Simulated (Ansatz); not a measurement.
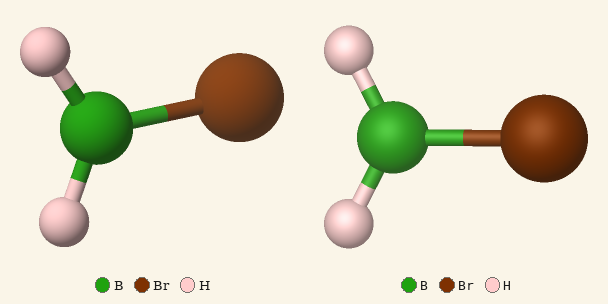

Two views of one molecule.

Description:

Formula BBrH2. The point group is C2v. All atoms lie on one plane. Coordination: 1 B trigonal planar.

More results for the same structure follow; atom numbers are the same in all pictures, views and colours differ. The geometry was computed by an optimisation with PBE0-D4/def2-TZVP.

### Thermal motion

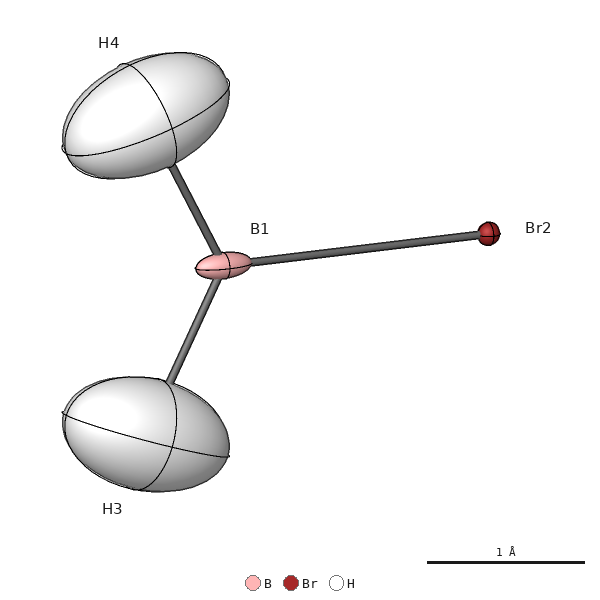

Displacement ellipsoids at the 50 % level, enlarged 3 times, from the internal vibrations of the free molecule (harmonic, no overall translation or rotation; no half-axis is drawn under 0.075 Å). Vibrations computed with RKS PBE0-D4/def2-TZVP (Ansatz 0.2.0). Temperature: 200 K.

> Which atom moves most?

H3, H4, with U_eq = 0.0097 Å².

> Does H4 move more along its bond or across it?

Across it: the root-mean-square amplitude is 0.080 Å along the bond and up to 0.128 Å across, since bending and torsion are softer than stretching.

List U_eq and the three principal root-mean-square amplitudes for each kind of atom.

| atom | U_eq (Å²) | rms amplitudes (Å) |
| --- | --- | --- |
| B1 | 0.00084 | 0.019, 0.020, 0.042 |
| Br2 | 0.00001 | 0.001, 0.001, 0.006 |
| H3, H4 | 0.0097 | 0.078, 0.081, 0.128 |

### Electronic properties

Level of theory: RKS PBE0-D4/def2-TZVPP (Ansatz 0.2.0).

Computed properties:

- HOMO energy (Kohn–Sham orbital): −8.22 eV
- LUMO energy (Kohn–Sham orbital): −2.01 eV
- HOMO–LUMO gap: 6.21 eV

### Vibrations

Harmonic vibrations computed with RKS PBE0-D4/def2-TZVP (Ansatz 0.2.0) at a stationary point of the same level.

> How many vibrational modes are there, and where do they lie?

6 modes: 703, 813, 965, 1192, 2623, 2744 cm⁻¹.

### Charges

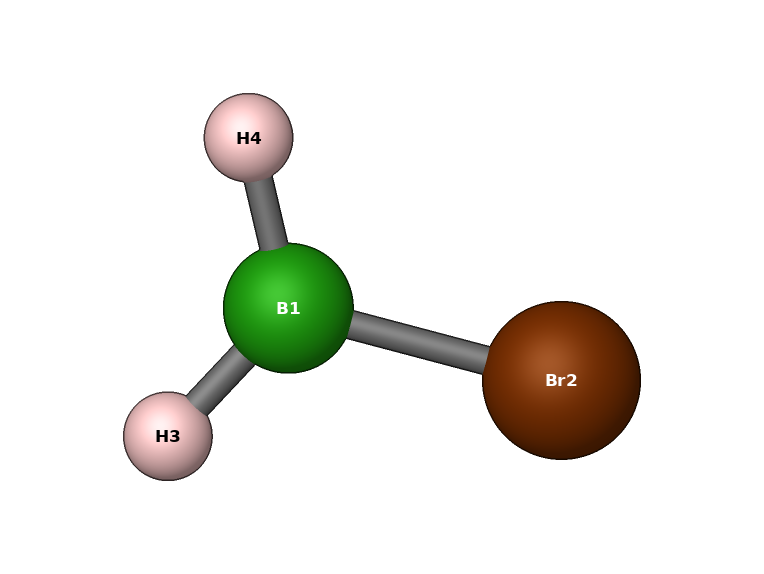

The questions are on Mulliken charges. Level of theory: RKS PBE0-D4/def2-TZVP (Ansatz 0.2.0).

List the Mulliken charges.

```tsv
atom	value (e)
B1	0.00
Br2	−0.08
H3	0.04
H4	0.04
```

Mulliken values depend strongly on the basis set and can even reverse the polarity of a bond.
